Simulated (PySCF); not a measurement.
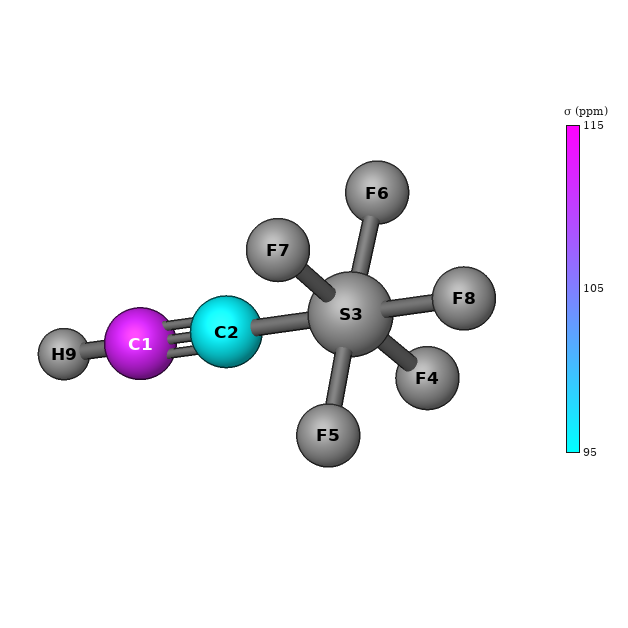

Atoms are coloured by their isotropic NMR shieldings (C only, the others grey). The computed structure is the end point of a PBE0-D3(BJ)/def2-TZVP optimisation. No frequency run is at hand to confirm it as a minimum. Method: GIAO PBE0/pcSseg-2 NMR shielding, non-relativistic, gas phase (PySCF 2.14.0).

Give the isotropic NMR shieldings of the C atoms atom by atom.

```json
{"atom": "C1", "σ (ppm)": "112.2"}
{"atom": "C2", "σ (ppm)": "95.7"}
```
